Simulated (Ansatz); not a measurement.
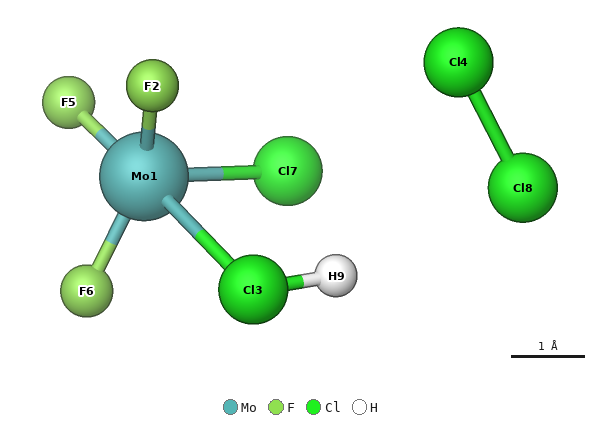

Fig. 1: The input geometry (ball-and-stick view, seen at a tilt; atoms are numbered from 1 in the order of the input). Sticks mark near contacts. Bond lengths as drawn: Cl–Cl 2.02 Å, Cl–H 1.28 Å, Cl–Mo 2.31 to 2.84 Å and F–Mo 1.81 to 1.86 Å.

## Nudged elastic band, with input and output: MoHCl₄F₃

System: MoHCl₄F₃.
Method: RHF/def2-SVP (Ansatz 0.2.0).

One setting was made poor on purpose. It belongs to a series of runs on one base structure; here: band between the two ends. Figures and captions count atoms from 1; the log counts them from 0 in places.

Input
```yaml
crystal:
  periodic: [false, false, false]
  atoms:
    - { symbol: Mo, position_ang: [-0.615703, -0.986972, 0.169867] }
    - { symbol: F, position_ang: [-1.258057, -0.05147, 1.576176] }
    - { symbol: Cl, position_ang: [1.904259, -0.275712, 1.269523] }
    - { symbol: Cl, position_ang: [0.662659, 3.765966, 1.178742] }
    - { symbol: F, position_ang: [-2.279127, -1.49272, -0.504737] }
    - { symbol: F, position_ang: [0.234498, -2.52981, -0.230106] }
    - { symbol: Cl, position_ang: [-0.058637, 0.551233, -1.468003] }
    - { symbol: Cl, position_ang: [2.383908, 3.53027, 0.144064] }
    - { symbol: H, position_ang: [2.135098, 0.705415, 0.478474] }
basis:
  gaussian: { orbitals: def2-SVP }
hamiltonian:
  xc: hf
neb:
  order_check: false
  images: 5
  f_tol: 0.2
  max_iterations: 60
  final_atoms:
    - { symbol: Mo, position_ang: [-0.06969187, -0.69304706, -0.27559009] }
    - { symbol: F, position_ang: [-0.14821002, -1.05327912, 2.04139959] }
    - { symbol: Cl, position_ang: [2.16492527, -0.40827208, 0.28075253] }
    - { symbol: Cl, position_ang: [0.07260239, 4.73985545, 0.6987195] }
    - { symbol: F, position_ang: [-0.90942015, 0.83031698, 0.19270432] }
    - { symbol: F, position_ang: [-0.31423759, -2.47908038, -0.30877551] }
    - { symbol: Cl, position_ang: [-0.00348053, -0.33537791, -2.5525028] }
    - { symbol: Cl, position_ang: [1.62721275, 3.57509816, 0.13915308] }
    - { symbol: H, position_ang: [0.68919775, -0.96001402, 2.39813937] }
  initial_path:
    images:
      - { positions_ang: [[-0.615703, -0.986972, 0.169867], [-1.258057, -0.05147, 1.576176], [1.904259, -0.275712, 1.269523], [0.662659, 3.765966, 1.178742], [-2.279127, -1.49272, -0.504737], [0.234498, -2.52981, -0.230106], [-0.058637, 0.551233, -1.468003], [2.383908, 3.53027, 0.144064], [2.135098, 0.705415, 0.478474]] }
      - { positions_ang: [[-0.40274651, -0.65958659, 0.10658577], [-0.8472558, -0.05990696, 1.75019699], [2.04624786, -0.15146711, 0.85856715], [0.41493643, 3.2778459, 0.80449237], [-2.10094471, -1.02276261, -0.35761473], [0.19053396, -2.27723126, -0.17946645], [-0.01363743, 0.39202168, -1.75467949], [2.13495105, 2.96247832, 0.39709059], [1.68681316, 0.75480864, 0.98882779]] }
      - { positions_ang: [[-0.18979003, -0.33220118, 0.04330453], [-0.43645461, -0.06834393, 1.92421798], [2.18823671, -0.02722221, 0.44761131], [0.16721386, 2.7897258, 0.43024275], [-1.92276242, -0.55280523, -0.21049245], [0.14656992, -2.02465253, -0.1288269], [0.03136213, 0.23281036, -2.04135597], [1.88599411, 2.39468665, 0.65011717], [1.23852832, 0.80420227, 1.49918158]] }
      - { positions_ang: [[0.02316646, -0.00481578, -0.0199767], [-0.02565341, -0.07678089, 2.09823897], [2.33022557, 0.09702268, 0.03665546], [-0.0805087, 2.3016057, 0.05599312], [-1.74458013, -0.08284784, -0.06337018], [0.10260587, -1.77207379, -0.07818735], [0.0763617, 0.07359904, -2.32803246], [1.63703716, 1.82689497, 0.90314376], [0.79024348, 0.85359591, 2.00953538]] }
      - { positions_ang: [[-0.00778632, -0.23422621, -0.10518116], [-0.06650561, -0.4022803, 2.07929251], [2.27512547, -0.07140891, 0.11802115], [-0.02947167, 3.11435562, 0.27023525], [-1.46619347, 0.22154043, 0.02198799], [-0.03634195, -2.00774266, -0.15505007], [0.04974762, -0.06272661, -2.40285591], [1.63376236, 2.40962937, 0.6484802], [0.75656157, 0.24905927, 2.13907004]] }
      - { positions_ang: [[-0.03873909, -0.46363664, -0.19038562], [-0.10735782, -0.72777971, 2.06034605], [2.22002537, -0.2398405, 0.19938684], [0.02156536, 3.92710553, 0.48447737], [-1.18780681, 0.52592871, 0.10734615], [-0.17528977, -2.24341152, -0.23191279], [0.02313355, -0.19905226, -2.47767935], [1.63048756, 2.99236376, 0.39381664], [0.72287966, -0.35547738, 2.26860471]] }
      - { positions_ang: [[-0.06969187, -0.69304706, -0.27559009], [-0.14821002, -1.05327912, 2.04139959], [2.16492527, -0.40827208, 0.28075253], [0.07260239, 4.73985545, 0.6987195], [-0.90942015, 0.83031698, 0.19270432], [-0.31423759, -2.47908038, -0.30877551], [-0.00348053, -0.33537791, -2.5525028], [1.62721275, 3.57509816, 0.13915308], [0.68919775, -0.96001402, 2.39813937]] }
```

Launched with:
```bash
ansatz run input.yaml --threads 4 --pin off --max-ram 5120MiB --backend cpu --events-out ev --progress --plain --runs-dir out
```

The program's output
```
Engine: ansatz 0.2.0, aarch64-unknown-linux-gnu
Functional definition: HF
  exchange = exact_x
  correlation = 0
1519 factors; integrals over basis functions are off by at most 2.0e-4 eV
mean field evaluation 1: about -59958.4303 eV, gradient 5.4e1 eV
mean field evaluation 2: about -59958.7537 eV, gradient 5.4e1 eV
mean field evaluation 4: about -59964.7334 eV, gradient 4.3e0 eV
mean field evaluation 8: about -59964.8282 eV, gradient 1.6e-1 eV
mean field evaluation 16: about -59955.9161 eV, gradient 3.4e1 eV
mean field evaluation 32: about -59933.3965 eV, gradient 7.1e1 eV
mean field -59964.82859182 eV, -2203.6668051288 hartree, gradient 1.6e-5 eV, S^2 0.000000; 0 other end points of the search recorded, 0 dependent functions left out
the calculation of the forces begins
reference -59964.82859182 eV, -2203.6668051288 hartree; 55, 55 occupied and 95, 95 virtual orbitals, 1519 factors
1523 factors; integrals over basis functions are off by at most 1.2e-3 eV
mean field evaluation 64: about -59965.1989 eV, gradient 4.7e-1 eV
mean field evaluation 96: about -59961.9813 eV, gradient 1.4e0 eV
mean field -59965.21688158 eV, -2203.6810745142 hartree, gradient 2.0e-5 eV, S^2 0.000000; 0 other end points of the search recorded, 0 dependent functions left out
[... from here on the field's lines of each further geometry are left out, up to the last ...]
NEB iter   1: max|band force component| = 2.262e1 eV/Å  barrier→ = 10.3048 eV  barrier← = 10.6931 eV  Δτ_max = 0.2000 Å  (1578 SCF iters)
NEB iter   2: max|band force component| = 6.736e0 eV/Å  barrier→ = 5.0148 eV  barrier← = 5.4031 eV  Δτ_max = 0.2000 Å  (439 SCF iters)
NEB iter   3: max|band force component| = 4.188e0 eV/Å  barrier→ = 2.9589 eV  barrier← = 3.3471 eV  Δτ_max = 0.1992 Å  (436 SCF iters)
NEB iter   4: max|band force component| = 3.151e0 eV/Å  barrier→ = 1.9609 eV  barrier← = 2.3492 eV  Δτ_max = 0.2000 Å  (426 SCF iters)
NEB iter   5: max|band force component| = 2.319e0 eV/Å  barrier→ = 1.3821 eV  barrier← = 1.7704 eV  Δτ_max = 0.1993 Å  (404 SCF iters)
NEB iter   6: max|band force component| = 2.389e0 eV/Å  barrier→ = 1.0449 eV  barrier← = 1.4332 eV  Δτ_max = 0.1021 Å  (424 SCF iters)
NEB iter   7: max|band force component| = 1.234e0 eV/Å  barrier→ = 0.8748 eV  barrier← = 1.2631 eV  Δτ_max = 0.0999 Å  (420 SCF iters)
NEB iter   8: max|band force component| = 8.972e-1 eV/Å  barrier→ = 0.7687 eV  barrier← = 1.1570 eV  Δτ_max = 0.1018 Å  (421 SCF iters)
NEB iter   9: max|band force component| = 6.362e-1 eV/Å  barrier→ = 0.6695 eV  barrier← = 1.0578 eV  Δτ_max = 0.1005 Å  (398 SCF iters)
NEB iter  10: max|band force component| = 4.249e-1 eV/Å  barrier→ = 0.5995 eV  barrier← = 0.9878 eV  CI = image 3  Δτ_max = 0.1002 Å  (409 SCF iters)
NEB iter  11: max|band force component| = 5.374e-1 eV/Å  barrier→ = 0.6472 eV  barrier← = 1.0354 eV  CI = image 3  Δτ_max = 0.1005 Å  (419 SCF iters)
NEB iter  12: max|band force component| = 8.785e-1 eV/Å  barrier→ = 0.6915 eV  barrier← = 1.0798 eV  CI = image 3  Δτ_max = 0.1015 Å  (412 SCF iters)
NEB iter  13: max|band force component| = 8.375e-1 eV/Å  barrier→ = 0.6749 eV  barrier← = 1.0632 eV  CI = image 3  Δτ_max = 0.2000 Å  (402 SCF iters)
NEB iter  14: max|band force component| = 1.083e0 eV/Å  barrier→ = 0.7241 eV  barrier← = 1.1123 eV  CI = image 3  Δτ_max = 0.1997 Å  (406 SCF iters)
NEB iter  15: max|band force component| = 1.147e0 eV/Å  barrier→ = 0.9539 eV  barrier← = 1.3422 eV  CI = image 3  Δτ_max = 0.2000 Å  (402 SCF iters)
NEB iter  16: max|band force component| = 9.285e-1 eV/Å  barrier→ = 1.3564 eV  barrier← = 1.7447 eV  CI = image 3  Δτ_max = 0.2000 Å  (421 SCF iters)
NEB iter  17: max|band force component| = 8.278e-1 eV/Å  barrier→ = 1.3074 eV  barrier← = 1.6957 eV  CI = image 3  Δτ_max = 0.0790 Å  (399 SCF iters)
NEB iter  18: max|band force component| = 4.924e-1 eV/Å  barrier→ = 1.2851 eV  barrier← = 1.6734 eV  CI = image 3  Δτ_max = 0.0394 Å  (400 SCF iters)
NEB iter  19: max|band force component| = 3.038e-1 eV/Å  barrier→ = 1.2574 eV  barrier← = 1.6457 eV  CI = image 3  Δτ_max = 0.0529 Å  (399 SCF iters)
NEB iter  20: max|band force component| = 2.334e-1 eV/Å  barrier→ = 1.2400 eV  barrier← = 1.6283 eV  CI = image 3  Δτ_max = 0.1001 Å  (386 SCF iters)
the calculation of the forces begins
reference -59965.21374954 eV, -2203.6809594139 hartree; 55, 55 occupied and 95, 95 virtual orbitals, 1523 factors
1520 factors; integrals over basis functions are off by at most 1.4e-3 eV
mean field evaluation 2208: about -59963.5914 eV, gradient 2.2e-5 eV
mean field evaluation 2240: about -59963.1314 eV, gradient 1.3e0 eV
mean field evaluation 2272: about -59962.4014 eV, gradient 5.6e-1 eV
mean field evaluation 2304: about -59962.3081 eV, gradient 2.2e-1 eV
mean field evaluation 2336: about -59953.6872 eV, gradient 8.2e0 eV
mean field evaluation 2368: about -59949.5025 eV, gradient 5.9e1 eV
mean field evaluation 2400: about -59958.5177 eV, gradient 3.6e0 eV
mean field evaluation 2432: about -59963.5819 eV, gradient 3.8e-1 eV
mean field -59963.59143944 eV, -2203.6213406175 hartree, gradient 2.2e-5 eV, S^2 0.000000; 1 other end points of the search recorded, 0 dependent functions left out
the calculation of the forces begins
reference -59963.59143944 eV, -2203.6213406175 hartree; 55, 55 occupied and 95, 95 virtual orbitals, 1520 factors
NEB iter  21: max|band force component| = 1.537e-1 eV/Å  barrier→ = 1.2372 eV  barrier← = 1.6254 eV  CI = image 3  Δτ_max = 0.0000 Å  (1500 SCF iters)
```

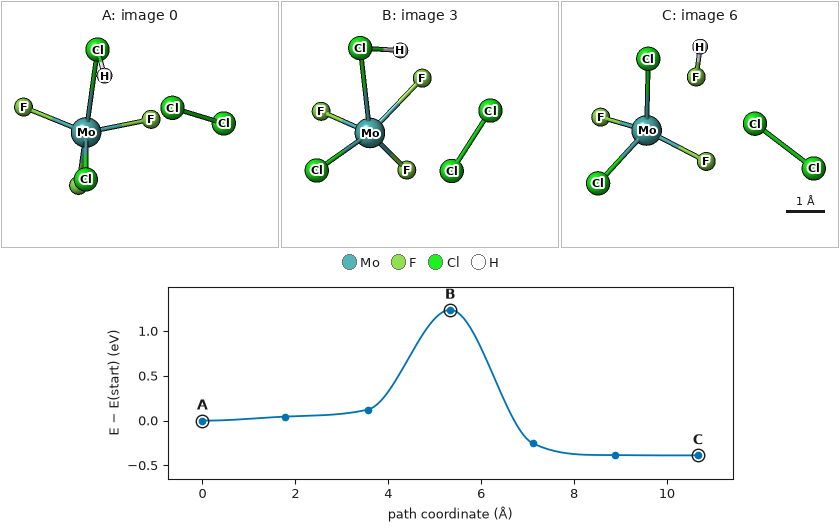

Fig. 2: Images of the last band (counted from 0; ball-and-stick, seen at a tilt) above the energy along the path; the line is a cubic interpolation that uses the forces. The highest image is number 3, 1.237 eV above the start and 1.625 eV above the end (the climbing image); the end lies 0.388 eV below the start. The path is 10.67 Å long. The band converged in 21 iterations.

```
Total energy: -59963.59143944 eV, -2203.6213406175 hartree
Atom 0 at    -0.194961    -0.242701    -0.186280 Å, force     0.054317     0.033915     0.053012 eV/Å
Atom 1 at     0.210441     0.004604     1.808337 Å, force    -0.087100     0.001917    -0.010838 eV/Å
Atom 2 at     2.380384    -0.412663     0.507069 Å, force     0.001339     0.029888    -0.038889 eV/Å
Atom 3 at    -0.133026     2.747060    -0.136631 Å, force     0.015110     0.015038    -0.010735 eV/Å
Atom 4 at    -1.891946     0.140262     0.297312 Å, force     0.026230    -0.003669    -0.007124 eV/Å
Atom 5 at    -0.337505    -2.089042    -0.182868 Å, force    -0.021386    -0.042455     0.008629 eV/Å
Atom 6 at     0.475532    -0.030983    -2.346229 Å, force    -0.013072     0.002031     0.000256 eV/Å
Atom 7 at     1.190241     3.301565     1.286564 Å, force    -0.010039    -0.011657     0.001292 eV/Å
Atom 8 at     1.409737    -0.201902     1.566727 Å, force     0.034602    -0.025007     0.004397 eV/Å
Dipole moment:     0.195359     0.880484     0.026530 e Å
this run last wrote the band of iteration 21 to [file]
```

The last band as extended XYZ (Å, eV, eV/Å)
```
9
Properties=species:S:1:pos:R:3:forces:R:3 image=0 energy=-59964.82859
Mo   -0.6157   -0.9870    0.1699    0.0037   0.0286  -0.0194
F    -1.2581   -0.0515    1.5762   -0.0037  -0.0022   0.0013
Cl    1.9043   -0.2757    1.2695    0.0166  -0.0089   0.0159
Cl    0.6627    3.7660    1.1787    0.0131  -0.0013  -0.0087
F    -2.2791   -1.4927   -0.5047    0.0024  -0.0040   0.0111
F     0.2345   -2.5298   -0.2301    0.0059  -0.0039   0.0009
Cl   -0.0586    0.5512   -1.4680   -0.0053  -0.0016  -0.0071
Cl    2.3839    3.5303    0.1441   -0.0125   0.0023   0.0094
H     2.1351    0.7054    0.4785   -0.0202  -0.0090  -0.0034
9
Properties=species:S:1:pos:R:3:forces:R:3 image=1 energy=-59964.78440
Mo   -0.5405   -0.9010    0.0974    0.0666   0.0845  -0.0008
F    -0.6867    0.2856    1.4550   -0.1102   0.0069   0.0246
Cl    2.2184   -0.6307    0.9301    0.1549  -0.0044   0.0027
Cl    0.0900    3.7492    0.4863    0.0831  -0.0110   0.0236
F    -2.3645   -1.1125   -0.2239   -0.0245   0.0121  -0.0108
F    -0.0279   -2.5982   -0.2527    0.0379  -0.0179   0.0166
Cl    0.0062    0.3442   -1.7667   -0.0236  -0.0107  -0.0038
Cl    2.0210    3.4415    1.0102   -0.0587   0.0209  -0.0173
H     2.3930    0.6382    0.8784   -0.1255  -0.0803  -0.0348
9
Properties=species:S:1:pos:R:3:forces:R:3 image=2 energy=-59964.70637
Mo   -0.3698   -0.7116    0.0271   -0.0158  -0.0335   0.0335
F    -0.1207    0.4227    1.4310   -0.0332   0.0241  -0.0513
Cl    2.4626   -0.8615    0.6968    0.0012  -0.0403   0.0259
Cl   -0.2265    3.4493   -0.0310    0.0009   0.0645   0.0108
F    -2.1963   -0.3592   -0.0270   -0.0310  -0.0349  -0.0309
F    -0.2564   -2.4856   -0.2957    0.0056  -0.0361  -0.0102
Cl    0.2280    0.1571   -2.0210   -0.0182   0.0239   0.0243
Cl    1.3057    3.5328    1.2827    0.0120   0.0194   0.0006
H     2.2822    0.0722    1.5511    0.0784   0.0129  -0.0027
9
Properties=species:S:1:pos:R:3:forces:R:3 image=3 energy=-59963.59144
Mo   -0.1950   -0.2427   -0.1863    0.0543   0.0339   0.0530
F     0.2104    0.0046    1.8083   -0.0871   0.0019  -0.0108
Cl    2.3804   -0.4127    0.5071    0.0013   0.0299  -0.0389
Cl   -0.1330    2.7471   -0.1366    0.0151   0.0150  -0.0107
F    -1.8919    0.1403    0.2973    0.0262  -0.0037  -0.0071
F    -0.3375   -2.0890   -0.1829   -0.0214  -0.0425   0.0086
Cl    0.4755   -0.0310   -2.3462   -0.0131   0.0020   0.0003
Cl    1.1902    3.3016    1.2866   -0.0100  -0.0117   0.0013
H     1.4097   -0.2019    1.5667    0.0346  -0.0250   0.0044
9
Properties=species:S:1:pos:R:3:forces:R:3 image=4 energy=-59965.08272
Mo   -0.1319   -0.5920   -0.2725    0.0276  -0.0676  -0.0380
F     0.0582   -0.5464    2.0550   -0.0268  -0.1154   0.0595
Cl    2.1145   -0.0845    0.1301   -0.0502   0.0906  -0.0813
Cl    0.2147    3.3663   -0.1720    0.0647   0.1376  -0.0073
F    -1.3724    0.6705    0.0616    0.1234   0.0599  -0.0418
F    -0.1026   -2.3870   -0.1561    0.0773  -0.0736   0.0151
Cl   -0.1119   -0.3486   -2.5634   -0.1264  -0.0572  -0.0510
Cl    1.4900    3.4762    1.3907    0.0028   0.0443   0.0199
H     0.9503   -0.3382    2.1406   -0.0925  -0.0186   0.1250
9
Properties=species:S:1:pos:R:3:forces:R:3 image=5 energy=-59965.21375
Mo   -0.0713   -0.7410   -0.4135    0.0026  -0.0045  -0.0037
F    -0.0140   -0.4928    1.9146    0.0045   0.0035   0.0017
Cl    2.1948   -0.3748   -0.0825   -0.0009  -0.0024  -0.0028
Cl   -0.1350    4.2910    0.8222   -0.0025   0.0067   0.0108
F    -0.8719    0.8693   -0.3063    0.0046   0.0037  -0.0052
F    -0.3294   -2.4715    0.0209   -0.0013   0.0006   0.0017
Cl   -0.1423   -0.9645   -2.7079   -0.0002  -0.0072   0.0018
Cl    1.6405    3.3977    1.1815   -0.0013  -0.0018  -0.0018
H     0.8377   -0.2971    2.1851   -0.0054   0.0013  -0.0026
9
Properties=species:S:1:pos:R:3:forces:R:3 image=6 energy=-59965.21688
Mo   -0.0697   -0.6930   -0.2756   -0.0071  -0.0017   0.0118
F    -0.1482   -1.0533    2.0414    0.0167   0.0009   0.0031
Cl    2.1649   -0.4083    0.2808   -0.0003   0.0005  -0.0023
Cl    0.0726    4.7399    0.6987    0.0263  -0.0183  -0.0097
F    -0.9094    0.8303    0.1927    0.0041  -0.0057  -0.0022
F    -0.3142   -2.4791   -0.3088    0.0025   0.0076  -0.0013
Cl   -0.0035   -0.3354   -2.5525    0.0019   0.0000   0.0009
Cl    1.6272    3.5751    0.1392   -0.0262   0.0190   0.0085
H     0.6892   -0.9600    2.3981   -0.0178  -0.0024  -0.0089
```

Summary

- outcome: converged
- barrier, forward: 1.237 eV
- barrier, backward: 1.625 eV
- hardware: 4 threads of Arm Neoverse V1, 24 GiB of memory available, shared host
- wall time: 6.6 min (CPU time 25 min)
- peak memory: 0.64 GiB

Remarks

A deliberately poor setting: loose force. The run takes a singlet; with an open-shell metal another spin state may lie lower. The order of the saddle point was not checked.
